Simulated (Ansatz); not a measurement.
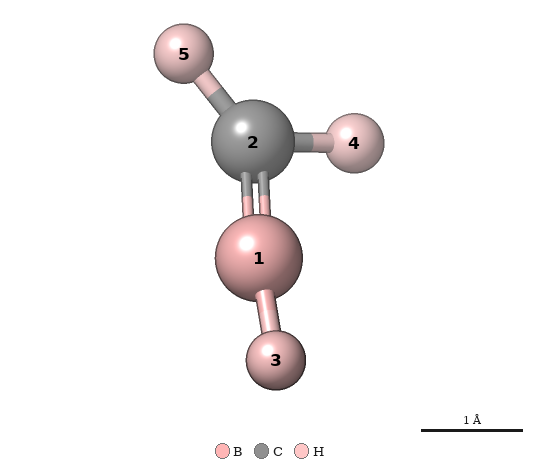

(Drawn from a calculation with Ansatz.)

Orthographic view. Distant atoms are faded towards the background colour. Geometry: a frame of the PBE0-D4/def2-SVP trajectory.

Write a MOL file (V2000) with the atoms in numerical order, bonds sorted by atom number with the orders drawn, and coordinates in the frame of the picture: x right, y up, z towards the viewer, origin at the mean position.

```
CH3B
                    3D

  5  4  0  0  0  0  0  0  0  0999 V2000
   -0.0600   -0.6600    0.4900 B   0  0  0  0  0  0  0  0  0  0  0  0
   -0.1200    0.5000   -0.3100 C   0  0  0  0  0  0  0  0  0  0  0  0
    0.1100   -1.6800    1.0900 H   0  0  0  0  0  0  0  0  0  0  0  0
    0.8900    0.4800   -0.8700 H   0  0  0  0  0  0  0  0  0  0  0  0
   -0.8100    1.3700   -0.4100 H   0  0  0  0  0  0  0  0  0  0  0  0
  1  2  2  0
  1  3  1  0
  2  4  1  0
  2  5  1  0
M  END
```
